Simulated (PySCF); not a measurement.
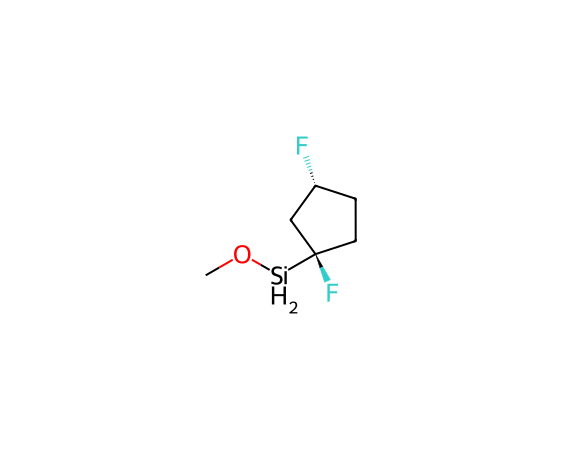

Computed geometry: GFN2-xTB optimisation. No frequency run is at hand to confirm it as a minimum. Level of theory: PBE0/pcSseg-1, gas phase (PySCF 2.14.0).

Predict the main results.

The species is C6H12F2OSi (`CO[SiH2][C@@]1(F)CC[C@@H](F)C1`).
- dipole moment: 1.46 D
- HOMO energy (Kohn–Sham orbital): −8.01 eV
- LUMO energy (Kohn–Sham orbital): 0.57 eV
- HOMO–LUMO gap: 8.58 eV

The geometry is semi-empirical. Around Si such bond lengths and angles can be off by a tenth of an ångström or more and by several degrees, and values that hang on the shape move with them.
